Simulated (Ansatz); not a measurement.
# One shape, several levels: C3H7NSi (SMILES C=C1[SiH2]N1C)

Aim: a comparison of 6 runs (HF/3-21G, HF/def2-SVP, HF/def2-TZVP, B3LYP/6-31G*, PBE0/def2-SVP, CCSD(T)/6-31G**) of C3H7NSi. 

Program for the calculation: Ansatz 0.2.0.

2 further runs of the same task are left out: 1 that didn't finish, 1 set aside as unsound or not needed.

### 1 The system as given

C3H7NSi: 12 atoms, total charge 0, spin state singlet. As SMILES, `C=C1[SiH2]N1C`. Geometry: relaxed at PBE0-D4/def2-TZVP.

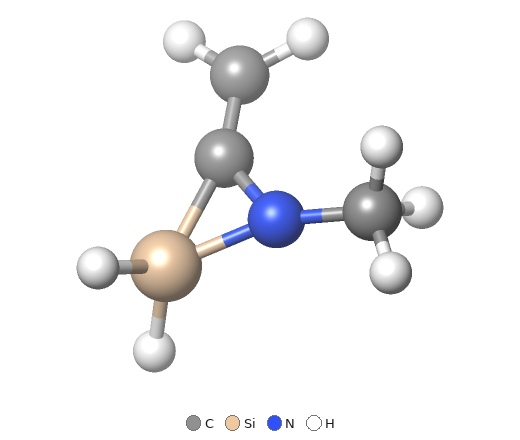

The structure, seen from a chosen angle (carbon grey, silicon light orange, nitrogen blue, hydrogen white).

### 2 Energy and forces at HF/3-21G (run 1)

run.yaml

```yaml
crystal:
  periodic: [false, false, false]
  atoms:
    - {symbol: C, position_ang: [0.390500, 0.795000, 1.756900]}
    - {symbol: C, position_ang: [0.088300, -0.157800, 0.879600]}
    - {symbol: Si, position_ang: [-0.330500, -1.772800, 0.174100]}
    - {symbol: "N", position_ang: [-0.096000, -0.223000, -0.492800]}
    - {symbol: C, position_ang: [-0.014100, 0.813100, -1.472900]}
    - {symbol: H, position_ang: [0.560200, 1.820600, 1.444700]}
    - {symbol: H, position_ang: [0.474500, 0.565100, 2.809700]}
    - {symbol: H, position_ang: [-1.698900, -2.342200, 0.222000]}
    - {symbol: H, position_ang: [0.678400, -2.829900, -0.077800]}
    - {symbol: H, position_ang: [0.985200, 1.263500, -1.482600]}
    - {symbol: H, position_ang: [-0.740300, 1.607200, -1.263800]}
    - {symbol: H, position_ang: [-0.220500, 0.406200, -2.463100]}
basis:
  gaussian:
    orbitals: 3-21G.json
total_charge: 0
hamiltonian:
  xc: hf
accuracy: high
output:
  forces: true
  orbitals: {seedname: orbitals}
```

The basis set 3-21G is read from a file made from the Basis Set Exchange's data (not shown).

Run with:

```console
$ ansatz run run.yaml --threads 1 --pin off --max-ram 2610MiB --events-out events.jsonl --progress --plain --runs-dir runs
```

The log of the run:

```text
Warning: RAYON_NUM_THREADS=1 ignored (pool sized by the plan → 1); use --threads N
[... 13 lines left out ...]
Total energy: -12475.87663202 eV, -458.4800097738 hartree
[... 12 lines left out ...]
Dipole moment:    -0.079250    -0.224561    -0.246202 e Å
```

Wall time 2.3 s (1 thread of Arm Neoverse V1, shared host); peak memory 0.15 GiB.

### 3 Energy and forces at HF/def2-SVP (run 2)

molecule.yaml

```yaml
crystal:
  periodic: [false, false, false]
  atoms:
    - {symbol: C, position_ang: [0.390500, 0.795000, 1.756900]}
    - {symbol: C, position_ang: [0.088300, -0.157800, 0.879600]}
    - {symbol: Si, position_ang: [-0.330500, -1.772800, 0.174100]}
    - {symbol: "N", position_ang: [-0.096000, -0.223000, -0.492800]}
    - {symbol: C, position_ang: [-0.014100, 0.813100, -1.472900]}
    - {symbol: H, position_ang: [0.560200, 1.820600, 1.444700]}
    - {symbol: H, position_ang: [0.474500, 0.565100, 2.809700]}
    - {symbol: H, position_ang: [-1.698900, -2.342200, 0.222000]}
    - {symbol: H, position_ang: [0.678400, -2.829900, -0.077800]}
    - {symbol: H, position_ang: [0.985200, 1.263500, -1.482600]}
    - {symbol: H, position_ang: [-0.740300, 1.607200, -1.263800]}
    - {symbol: H, position_ang: [-0.220500, 0.406200, -2.463100]}
basis:
  gaussian:
    orbitals: def2-SVP
hamiltonian:
  xc: hf
accuracy: high
output: {forces: true, orbitals: {seedname: orbitals}}
```

Run with:

```console
$ ansatz run molecule.yaml --threads 1 --pin off --max-ram 2610MiB --events-out events.jsonl --progress --plain --runs-dir runs
```

The log of the run, shortened:

```text
Warning: RAYON_NUM_THREADS=1 ignored (pool sized by the plan → 1); use --threads N
Functional definition: HF
  name "HF"
[...]
2598 factors; integrals over basis functions are off by at most 8.6e-9 eV
[...]
mean field -12538.08751045 eV, -460.7662173882 hartree, gradient 2.1e-8 eV, S^2 0.000000; 0 other end points of the search recorded, 0 dependent functions left out
[...]
reference -12538.08751045 eV, -460.7662173882 hartree; 23, 23 occupied and 86, 86 virtual orbitals, 2598 factors
Total energy: -12538.08751045 eV, -460.7662173882 hartree
Atom 0 at     0.390500     0.795000     1.756900 Å, force    -0.059769    -0.171510    -0.207554 eV/Å
Atom 1 at     0.088300    -0.157800     0.879600 Å, force     0.110118     0.365715     0.288892 eV/Å
Atom 2 at    -0.330500    -1.772800     0.174100 Å, force    -0.098883    -0.283638    -0.326495 eV/Å
Atom 3 at    -0.096000    -0.223000    -0.492800 Å, force     0.001022    -0.097887     0.174994 eV/Å
Atom 4 at    -0.014100     0.813100    -1.472900 Å, force     0.021616     0.145519    -0.064885 eV/Å
Atom 5 at     0.560200     1.820600     1.444700 Å, force    -0.002151    -0.023076     0.022597 eV/Å
Atom 6 at     0.474500     0.565100     2.809700 Å, force     0.003451     0.010849     0.008610 eV/Å
Atom 7 at    -1.698900    -2.342200     0.222000 Å, force     0.197910     0.012254     0.050591 eV/Å
Atom 8 at     0.678400    -2.829900    -0.077800 Å, force    -0.158994     0.085275     0.096200 eV/Å
Atom 9 at     0.985200     1.263500    -1.482600 Å, force    -0.081977    -0.022745    -0.034116 eV/Å
Atom 10 at    -0.740300     1.607200    -1.263800 Å, force     0.056646    -0.050577    -0.052221 eV/Å
Atom 11 at    -0.220500     0.406200    -2.463100 Å, force     0.011010     0.029822     0.043385 eV/Å
Dipole moment:    -0.087210    -0.232874    -0.303335 e Å
```

Run time: 9 s. Hardware: 1 thread of Arm Neoverse V1, shared host; peak memory 0.37 GiB.

Run 3 isn't shown in full; the table further down has it.

### 4 Energy and gradient at B3LYP/6-31G(d) (spherical functions) (run 4)

job.yaml

```yaml
basis:
  gaussian:
    orbitals: 6-31G_st_-spherical.json
crystal:
  periodic: [false, false, false]
  atoms:
    - {symbol: C, position_ang: [0.390500, 0.795000, 1.756900]}
    - {symbol: C, position_ang: [0.088300, -0.157800, 0.879600]}
    - {symbol: Si, position_ang: [-0.330500, -1.772800, 0.174100]}
    - {symbol: "N", position_ang: [-0.096000, -0.223000, -0.492800]}
    - {symbol: C, position_ang: [-0.014100, 0.813100, -1.472900]}
    - {symbol: H, position_ang: [0.560200, 1.820600, 1.444700]}
    - {symbol: H, position_ang: [0.474500, 0.565100, 2.809700]}
    - {symbol: H, position_ang: [-1.698900, -2.342200, 0.222000]}
    - {symbol: H, position_ang: [0.678400, -2.829900, -0.077800]}
    - {symbol: H, position_ang: [0.985200, 1.263500, -1.482600]}
    - {symbol: H, position_ang: [-0.740300, 1.607200, -1.263800]}
    - {symbol: H, position_ang: [-0.220500, 0.406200, -2.463100]}
accuracy: high
hamiltonian:
  xc: {name: B3LYP}
output: {forces: true, orbitals: {seedname: orbitals}}
```

The basis set 6-31G* is read from a file made from the Basis Set Exchange's data (not shown).

Run with:

```console
$ ansatz run job.yaml --threads 1 --pin off --max-ram 2610MiB --events-out events.jsonl --progress --plain --runs-dir runs
```

The log of the run:

```text
Warning: RAYON_NUM_THREADS=1 ignored (pool sized by the plan → 1); use --threads N
[... 16 lines left out ...]
Total energy: -12590.71023936 eV, -462.7000670064 hartree
[... 12 lines left out ...]
Dipole moment:    -0.069761    -0.143379    -0.311058 e Å
```

It took 16 s on 1 thread of Arm Neoverse V1, shared host; peak memory 0.32 GiB.

Run 5 isn't shown in full; the table further down has it.

### 5 Energy and forces at CCSD(T)/6-31G(d,p) (spherical functions) (run 6)

input.yaml

```yaml
basis:
  gaussian:
    orbitals: 6-31G_st__st_-spherical.json
crystal:
  periodic: [false, false, false]
  atoms:
    - {symbol: C, position_ang: [0.390500, 0.795000, 1.756900]}
    - {symbol: C, position_ang: [0.088300, -0.157800, 0.879600]}
    - {symbol: Si, position_ang: [-0.330500, -1.772800, 0.174100]}
    - {symbol: N, position_ang: [-0.096000, -0.223000, -0.492800]}
    - {symbol: C, position_ang: [-0.014100, 0.813100, -1.472900]}
    - {symbol: H, position_ang: [0.560200, 1.820600, 1.444700]}
    - {symbol: H, position_ang: [0.474500, 0.565100, 2.809700]}
    - {symbol: H, position_ang: [-1.698900, -2.342200, 0.222000]}
    - {symbol: H, position_ang: [0.678400, -2.829900, -0.077800]}
    - {symbol: H, position_ang: [0.985200, 1.263500, -1.482600]}
    - {symbol: H, position_ang: [-0.740300, 1.607200, -1.263800]}
    - {symbol: H, position_ang: [-0.220500, 0.406200, -2.463100]}
accuracy: high
correlation:
  method: ccsd_t
  frozen_orbitals: {C: 1, H: 0, "N": 1, Si: 5}
scf:
  omitted_lower_state_checks: [cluster_reference, increment]
output: {forces: true, orbitals: {seedname: orbitals}}
```

The basis set 6-31G** is read from a file made from the Basis Set Exchange's data (not shown).

Run with:

```console
$ ansatz run input.yaml --threads 1 --pin off --max-ram 2610MiB --events-out events.jsonl --progress --plain --runs-dir runs
```

The log of the run:

```text
Warning: RAYON_NUM_THREADS=1 ignored (pool sized by the plan → 1); use --threads N
[... 12 lines left out ...]
9 core orbitals not correlated: weight in the atoms' cores, before any rotation towards them, 1.000 or more for the frozen orbitals, at most 0.000 for the correlated occupied ones
[... 25 lines left out ...]
Total energy: -12563.80642250 eV, -461.7113699729 hartree
[... 12 lines left out ...]
Dipole moment:    -0.065771    -0.134130    -0.292946 e Å
Checks for a lower state left out: cluster_reference, increment
```

It took 4.9 min on 1 thread of Arm Neoverse V1, shared host; peak memory 1.6 GiB.

### 6 Overview of the runs

```tsv
run	level	frozen core orbitals	energy (Eh)	dipole moment (D)	HOMO energy (eV)	LUMO energy (eV)	wall time
1	HF/3-21G	–	-458.480010	1.65	-7.89	3.34	2.3 s
2	HF/def2-SVP	–	-460.766217	1.88	-8.09	3.30	9 s
3	HF/def2-TZVP	–	-461.063219	2.04	-8.10	2.46	44 s
4	B3LYP/6-31G* (spherical functions)	–	-462.700067	1.68	-5.20	-0.26	16 s
5	PBE0/def2-SVP	–	-462.157471	1.76	-5.67	-0.04	18 s
6	CCSD(T)/6-31G** (spherical functions)	9	-461.711370	1.58	-7.91	3.03	4.9 min
```

### 7 Summary of results

```
                                          quantity          value
                               run 6: total energy  -461.71137 Eh
         run 6: dipole moment (correlated density)         1.58 D
        run 6: HOMO energy (Hartree–Fock orbitals)       -7.91 eV
        run 6: LUMO energy (Hartree–Fock orbitals)        3.03 eV
      run 6: HOMO–LUMO gap (Hartree–Fock orbitals)       10.94 eV
run 6: correlation energy (9 core orbitals frozen)     -739.0 mEh
                             run 6: (T) correction     -25.20 mEh
                              run 6: T1 diagnostic          0.013
                   run 6: largest force on an atom     0.927 eV/Å
```

**Reading.** The dipole moment (its size) runs from 1.58 D (CCSD(T)/6-31G**) to 2.04 D (HF/def2-TZVP). The two ends differ in method and basis. Over runs 1, 2, 3, 4, 5 the HOMO–LUMO gap runs from 4.94 eV (B3LYP/6-31G*) to 11.39 eV (HF/def2-SVP). Totals of different functionals can't be ranked against each other. All runs together took 6.4 min, the longest 4.9 min.
